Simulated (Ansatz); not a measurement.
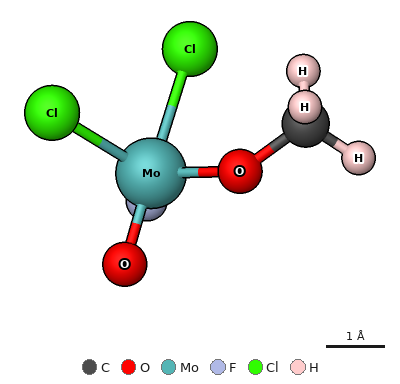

Starting structure of CH3Cl2FMoO2. The picture is a ball-and-stick view, seen at a tilt.

The start comes from PBE-D4/def2-SVP.

The calculation used RKS PBE0-D4/def2-TZVP (Ansatz).

Input
```yaml
crystal:
  periodic: [false, false, false]
  atoms:
    - {symbol: C, position_ang: [0.444026, -1.669958, 0.022430]}
    - {symbol: O, position_ang: [-0.496253, -0.614596, -0.104630]}
    - {symbol: Mo, position_ang: [-0.568772, 1.217739, -0.127443]}
    - {symbol: O, position_ang: [-2.223203, 1.304336, -0.497931]}
    - {symbol: F, position_ang: [-0.143662, 2.270930, -1.596999]}
    - {symbol: Cl, position_ang: [-0.777213, 2.056405, 1.975340]}
    - {symbol: Cl, position_ang: [1.842660, 1.219891, 0.158372]}
    - {symbol: H, position_ang: [1.472512, -1.261426, 0.113652]}
    - {symbol: H, position_ang: [0.177571, -2.250905, 0.929404]}
    - {symbol: H, position_ang: [0.355635, -2.323417, -0.869294]}
basis:
  gaussian: {orbitals: def2-TZVP}
hamiltonian: {xc: pbe0, dispersion: d4}
relax: {f_tol: 0.005, max_steps: 150}
```

Run as
```bash
ansatz run in.yaml --threads 4 --pin off --events-out ev --progress --plain --max-ram 11315MiB
```

Predict the outcome.

Answer. After 37 accepted moves (40 points after the start) the energy has fallen by 72.7 kJ/mol. The largest force component goes from 1.7 to 0.0031 eV/Å. The line search rejected the trial steps at points 28, 30, 34 of the run. The atom that moves furthest after the best rigid fit is Cl7 (2.31 Å). By element the largest moves are Cl 2.31 Å, F 1.32 Å, H 0.79 Å, O 0.53 Å, Mo 0.19 Å, C 0.15 Å. Among the contacts that change: Mo3–Cl7 2.428 → 2.287 Å, Mo3–O4 1.698 → 1.644 Å, Mo3–Cl6 2.273 → 2.303 Å, C1–O2 1.419 → 1.399 Å. Bond angles that change, for instance: O4–Mo3–Cl7 173.4° → 102.5°, O2–Mo3–Cl7 87.7° → 154.7°, O2–Mo3–F5 124.6° → 87.7°. Groups turn about C1–O2 by about 55°.

The structure at the end:

```xyz
10

C     0.3031   -1.7005   -0.0219
O    -0.4812   -0.5900   -0.3497
Mo   -0.3779    1.2280   -0.1444
O    -1.8964    1.7241   -0.5334
F     0.7016    1.2633   -1.6559
Cl   -0.3374    0.7915    2.1161
Cl    0.6667    3.1932    0.3839
H     1.2916   -1.6203   -0.4841
H     0.4145   -1.7401    1.0685
H    -0.2014   -2.6003   -0.3762
```

The end point in the same view:

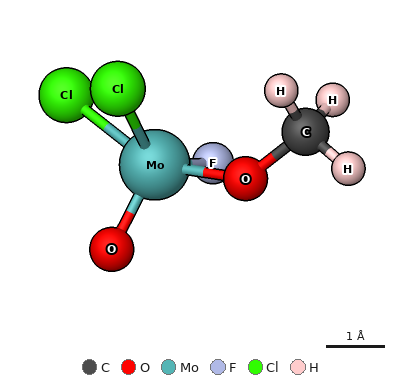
